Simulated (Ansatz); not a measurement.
Cost and result by functional for the surface energy of the (10-11) surface of hcp Os in its 1x1 cell, outermost plane spacing 0.35 Å in the ideal cut, in Ansatz (plane waves, PAW). Single points on the PBE structure, on one kind of machine; costs are rough ratios of the slab run's core time (references not counted) to the cheapest single point. r2SCAN's cost holds its higher cutoff (500 against 420 eV). Differences are taken against r2SCAN for comparison alone: no measured value is at hand, so the table doesn't rank accuracy.

Set-up: 12 atoms, 10.8 Å thick at the start; mesh 14x8x1; 0.1 eV smearing; dipole correction on; all atoms relaxed; held to the part of the start's symmetry that mesh and held atoms allow; no spin, no spin-orbit, no U. These notes are the PBE run's.

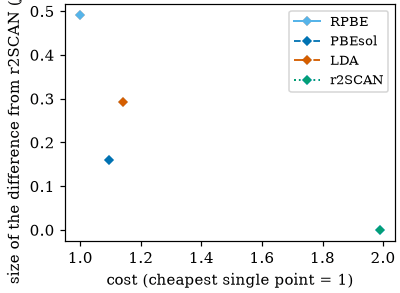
Fig. 1. Difference from r2SCAN against cost

```csv
functional,relative cost,surface energy (J/m²),less r2SCAN (J/m²)
RPBE,1,3.25,-0.49
PBEsol,1,3.90,0.16
LDA,1,4.03,0.29
r2SCAN,2,3.74,0.00
PBE (the relaxed run's value),–,3.47,-0.27
```

The values span 0.78 J/m², while the single points' costs differ by a factor of roughly 2. Differences are of unrounded values.

Ansatz is a first-principles code.
